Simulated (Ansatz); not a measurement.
# Gate voltage at the highest density: antimonene monolayer

A layer charged from two gates alike needs a voltage that grows with the carrier density; the slope is e over the total capacitance.

Set-up. Ansatz 0.2.0, plane waves with PAW datasets (its set soft_1), PBE-D3(BJ); isolated slab, charged sheets 5 Å from the outer atoms behind model barriers, atoms held, Fermi-Dirac smearing of 0.02585 eV. The voltage is that of the gates (their mean) against the layer's Fermi level, from the uncharged case, which has a gap of 1.17 eV.

```
  run  added electrons (10¹³ per cm²)  gate voltage (V)
run 1                            1.00              0.91
run 2                            3.00              1.57
run 3                            6.00              2.54
run 4                           10.00                 ?
```

Q: Estimate the withheld value from the rows shown.

A least-squares line through the 3 rows shown has slope 0.3258 and intercept 0.5873; no row lies more than 0.01 V off it. The capacitance is 1.602/0.3258 = 4.92 µF/cm², against 3.54 µF/cm² for plates 5 Å apart in vacuum on both sides; it is the larger, as where the added charge has its centre outside the outer atoms (not examined here). The intercept is mostly the shift of the Fermi level from inside the gap to the band edge. At 10.00 it gives 0.3258 × 10.00 + 0.5873 = 3.85 V, beyond the rows fitted. Rounding and scatter of the rows alone allow about ±0.014 V there.

The run itself gives 3.79 V: a miss of −0.06 V, or 1.6 % of the value. The capacitance rises a little towards the highest density.

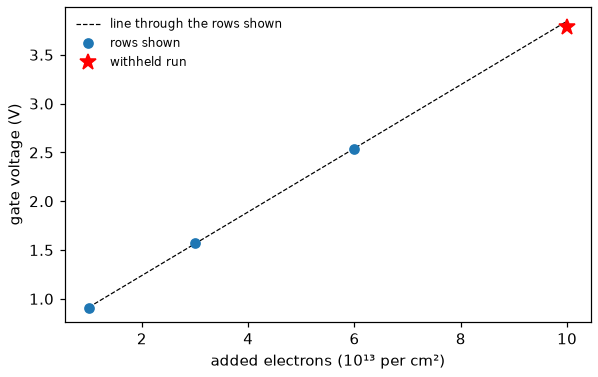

The fit and the withheld run.

Caveats: The gates are model sheets, not atoms, and low densities sample few k-points. Spin-orbit coupling is left out, which changes the bands of elements this heavy.

[Logs are printed without paths, hosts, clocks, repeated set-up lines and the standing remarks that a program may print on its own settings, such as how far it seeks lower states.]
